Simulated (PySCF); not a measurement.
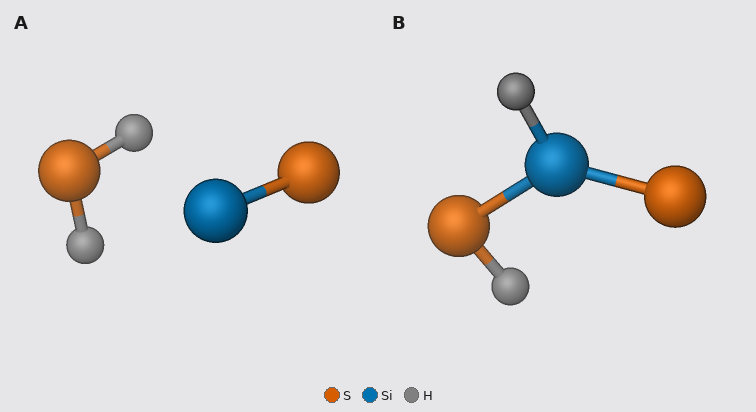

2 stationary structures of one formula. Geometries: PBE0-D4/def2-TZVP. Electronic energies: ωB97M-V/def2-TZVPP (PySCF 2.14.0), without zero-point energy. No frequency run is at hand to confirm each as a minimum.

> Rank them by energy, lowest first.

B is lowest (Cs); A lies 0.984 eV above it (C1).
